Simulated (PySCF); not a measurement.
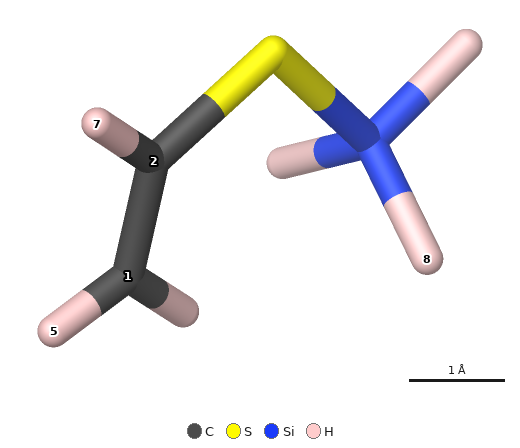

Figure 1. The input geometry (stick view, seen at a tilt; atoms are numbered from 1 in the order of the input).

**C₂H₆SSi: geometry relaxation**

The run: geometry relaxation of C₂H₆SSi. Method and program: PBE0-D3(BJ)/def2-SVP geometry optimisation, gas phase (PySCF 2.14.0).

What the program printed
```
step   0  E = -766.86009913  max force = 0.035463
step   1  E = -766.86325844  max force = 0.009750
step   2  E = -766.86370164  max force = 0.002656
step   3  E = -766.86354671  max force = 0.005049
step   4  E = -766.86386789  max force = 0.000520
step   5  E = -766.86387557  max force = 0.000606
step   6  E = -766.86387999  max force = 0.000067
optimisation converged
```

Trajectory as extended XYZ (Å, eV, eV/Å), 7 frames, from step=0 to step=6
```
10
Properties=species:S:1:pos:R:3:forces:R:3 step=0 energy=-20867.32618
C     1.5758   -0.4783    0.0637   -1.5771   1.8236  -0.6031
C     1.2123    0.7380   -0.3938   -0.0095  -0.7323   0.2899
S    -0.4107    1.4233   -0.5395    0.5864   0.4906  -0.1898
Si   -1.6994   -0.1007    0.1686   -0.1403   0.4883   0.1278
H     2.5865   -0.7572    0.0856    1.6544  -0.4951   0.0708
H     0.8294   -1.1670    0.4045   -0.4012  -0.7144   0.3133
H     1.9661    1.4477   -0.7366    0.1004   0.1147  -0.0700
H    -1.5730   -1.2707   -0.6868   -0.0286  -0.7082  -0.2885
H    -1.4122   -0.4016    1.5805    0.0312  -0.2372   0.3547
H    -3.0243    0.5457    0.0326   -0.2157  -0.0300  -0.0051
10
Properties=species:S:1:pos:R:3:forces:R:3 step=1 energy=-20867.41215
C     1.4952   -0.5690   -0.1711    0.5014  -0.1172   0.3383
C     1.2267    0.7200   -0.3846    0.0029   0.1281  -0.2348
S    -0.3208    1.5590   -0.3633   -0.0704  -0.0849   0.0151
Si   -1.6705    0.0189    0.3009   -0.0332  -0.0490  -0.0206
H     2.5446   -0.9083   -0.2018   -0.3690   0.0504  -0.0808
H     0.7463   -1.3073    0.1291   -0.0047  -0.0048  -0.0933
H     2.0322    1.4120   -0.6617   -0.0320  -0.0494   0.0606
H    -1.6232   -1.1993   -0.5654    0.0055   0.0790  -0.0408
H    -1.3640   -0.4027    1.6992    0.0022   0.0240   0.0212
H    -3.0149    0.6522    0.2131   -0.0027   0.0238   0.0351
10
Properties=species:S:1:pos:R:3:forces:R:3 step=2 energy=-20867.42421
C     1.5447   -0.5620   -0.1257   -0.1316  -0.0370   0.0774
C     1.2261    0.7071   -0.3961    0.1366   0.0612  -0.0579
S    -0.3301    1.5362   -0.3789    0.0383  -0.1217   0.0168
Si   -1.6997    0.0181    0.2899    0.0216  -0.0416  -0.0022
H     2.5821   -0.9022   -0.1944   -0.0327   0.0954  -0.0196
H     0.8107   -1.3122    0.1798   -0.0452  -0.0174  -0.0051
H     2.0154    1.4066   -0.6920    0.0046   0.0212  -0.0121
H    -1.7044   -1.1670   -0.6187    0.0072   0.0172  -0.0184
H    -1.3658   -0.4415    1.6707   -0.0070   0.0095   0.0020
H    -3.0272    0.6926    0.2597    0.0083   0.0131   0.0193
10
Properties=species:S:1:pos:R:3:forces:R:3 step=3 energy=-20867.41999
C     1.5077   -0.5404   -0.0793    0.0208   0.0643  -0.2038
C     1.2431    0.7246   -0.4189   -0.2596  -0.1933   0.2137
S    -0.3247    1.5271   -0.3975   -0.0026   0.2045  -0.0619
Si   -1.6753   -0.0031    0.2767    0.0296   0.0205   0.0010
H     2.5258   -0.9128   -0.1570    0.2053  -0.0886   0.0532
H     0.7422   -1.2571    0.2316    0.0243   0.0320   0.0319
H     2.0404    1.4052   -0.7343   -0.0069  -0.0063  -0.0306
H    -1.7104   -1.1512   -0.6753   -0.0061  -0.0321   0.0062
H    -1.2997   -0.4986    1.6345   -0.0166  -0.0075  -0.0094
H    -2.9975    0.6820    0.3139    0.0119   0.0064  -0.0003
10
Properties=species:S:1:pos:R:3:forces:R:3 step=4 energy=-20867.42873
C     1.5280   -0.5560   -0.1021    0.0023   0.0046  -0.0131
C     1.2288    0.7096   -0.4057   -0.0203   0.0209   0.0095
S    -0.3279    1.5329   -0.3889   -0.0004  -0.0075  -0.0047
Si   -1.6890    0.0096    0.2811    0.0035  -0.0039  -0.0061
H     2.5646   -0.8923   -0.1716    0.0100  -0.0267   0.0083
H     0.7873   -1.2959    0.2142    0.0001   0.0129   0.0029
H     2.0203    1.3991   -0.7188    0.0052  -0.0017  -0.0031
H    -1.7160   -1.1536   -0.6545    0.0024   0.0003  -0.0004
H    -1.3343   -0.4745    1.6481   -0.0016  -0.0006  -0.0006
H    -3.0102    0.6967    0.2925   -0.0012   0.0017   0.0073
10
Properties=species:S:1:pos:R:3:forces:R:3 step=5 energy=-20867.42894
C     1.5248   -0.5526   -0.1011   -0.0189  -0.0178   0.0145
C     1.2293    0.7134   -0.4074    0.0276  -0.0031  -0.0029
S    -0.3280    1.5354   -0.3903    0.0025  -0.0017  -0.0031
Si   -1.6847    0.0078    0.2792   -0.0045  -0.0027  -0.0038
H     2.5567   -0.9063   -0.1643   -0.0025   0.0312  -0.0101
H     0.7763   -1.2821    0.2204   -0.0040  -0.0100   0.0022
H     2.0215    1.4007   -0.7240   -0.0001  -0.0002  -0.0015
H    -1.7121   -1.1528   -0.6598    0.0010   0.0025  -0.0002
H    -1.3251   -0.4803    1.6435   -0.0013   0.0005   0.0011
H    -3.0071    0.6925    0.2982    0.0002   0.0014   0.0039
10
Properties=species:S:1:pos:R:3:forces:R:3 step=6 energy=-20867.42906
C     1.5256   -0.5536   -0.0980   -0.0015  -0.0005  -0.0012
C     1.2293    0.7114   -0.4076   -0.0001  -0.0001   0.0035
S    -0.3277    1.5341   -0.3913    0.0008   0.0011  -0.0020
Si   -1.6864    0.0083    0.2781   -0.0013   0.0000  -0.0025
H     2.5596   -0.8998   -0.1649    0.0014   0.0004   0.0006
H     0.7806   -1.2857    0.2257    0.0001  -0.0001   0.0006
H     2.0213    1.3979   -0.7265    0.0002  -0.0010  -0.0019
H    -1.7177   -1.1501   -0.6633    0.0009  -0.0001   0.0004
H    -1.3258   -0.4829    1.6410   -0.0008   0.0000   0.0006
H    -3.0072    0.6961    0.3012    0.0004   0.0004   0.0020
```

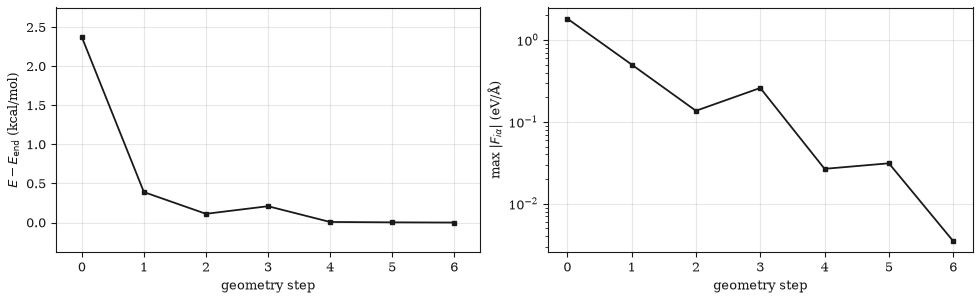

Figure 2. Progress of the relaxation, step by step (steps are counted from 0).

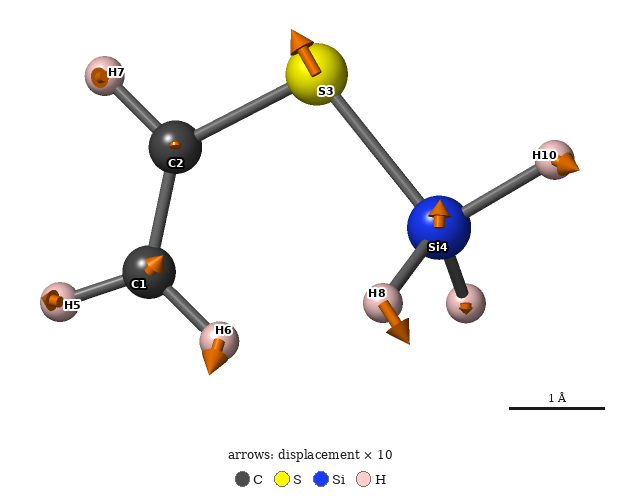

Figure 3. The starting structure with the displacements as orange arrows, magnified 10 times (ball-and-stick view, seen at a tilt). The two geometries are laid on each other by the best rigid fit. After 6 geometry steps the energy has fallen by 2.37 kcal/mol. Largest force component: 1.8 eV/Å at the start, 0.0035 eV/Å at the end. S3 moves most after the best rigid fit: 0.056 Å. By element the largest moves are S 0.056 Å, H 0.053 Å, Si 0.030 Å, C 0.025 Å. Among the contacts that change: C1–H5 1.049 → 1.092 Å, Si4–H8 1.455 → 1.493 Å, S3–Si4 2.118 → 2.150 Å, C1–H6 1.071 → 1.094 Å. Among the angles that change: H8–Si4–H9 112.5° → 109.0°, C2–C1–H6 120.0° → 123.5°, H5–C1–H6 119.6° → 116.8°. (Atoms are counted from 1 in the order of the input.)

The run was set up as follows.

Input file
```
{"job": {"xc": "PBE0", "basis": "def2-SVP", "d3": "d3bj", "grid": 1, "shake": 0.01, "kind": "geom"}, "charge": 0, "multiplicity": 1}
C      1.575820    -0.478350     0.063700
C      1.212270     0.737970    -0.393780
S     -0.410730     1.423280    -0.539500
Si    -1.699420    -0.100720     0.168610
H      2.586460    -0.757220     0.085640
H      0.829380    -1.166970     0.404510
H      1.966140     1.447650    -0.736560
H     -1.573040    -1.270690    -0.686800
H     -1.412150    -0.401570     1.580520
H     -3.024300     0.545680     0.032610
```

The first line tells a small driver script what to run in PySCF; the rest is the geometry in Å.

Launch command:
```bash
OMP_NUM_THREADS=1 python <driver script> task.json out
```

Summary

```json
{"quantity": "outcome", "value": "converged"}
{"quantity": "total energy", "value": "−766.863880 hartree"}
{"quantity": "dipole moment", "value": "1.02 D"}
{"quantity": "point group", "value": "Cs"}
{"quantity": "hardware", "value": "1 CPU thread, shared host"}
{"quantity": "wall time", "value": "21 s"}
{"quantity": "peak memory", "value": "0.38 GiB"}
```
